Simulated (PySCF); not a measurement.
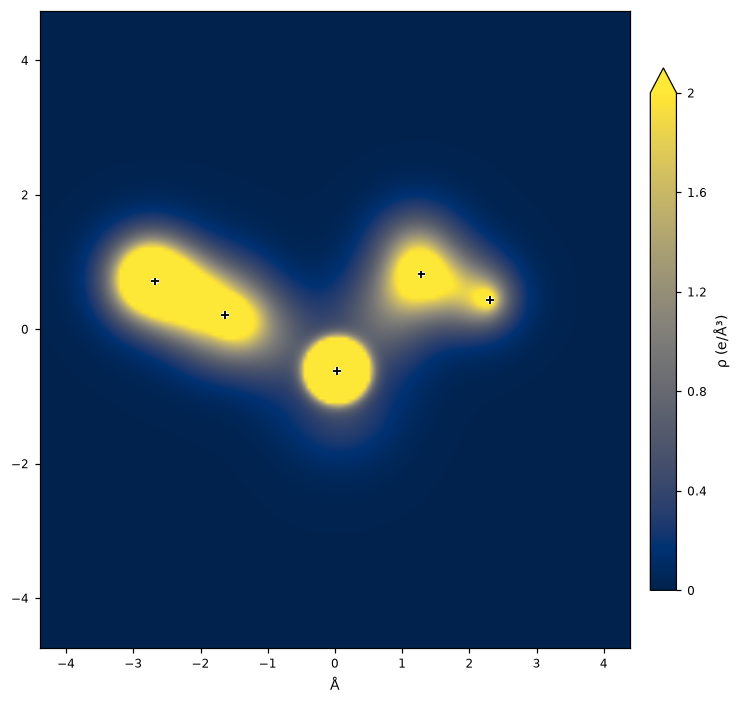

The electron density on a plane through atoms (crosses mark nuclei in the plane).

These are results of PBE0/pcSseg-1, SCF density, gas phase, non-relativistic (PySCF 2.14.0), not measurements.

Candidates:
A. C$_{2}$H$_{7}$NSi$_{2}$
B. C$_{5}$H$_{7}$FSi
C. C$_{6}$H$_{10}$Cl$_{2}$OSi (SMILES C=C[C@](C=O)(C[SiH3])C(Cl)Cl)

Question: Which candidate gave the map?

Answer: Candidate A: C$_{2}$H$_{7}$NSi$_{2}$ on the plane of atoms Si2, C1 and H7, which holds C, Si, N and H. C–N (1.15 Å): ρ is about 3.6 e/Å³ halfway. C–Si (1.87 Å): ρ is about 0.87 e/Å³ halfway.
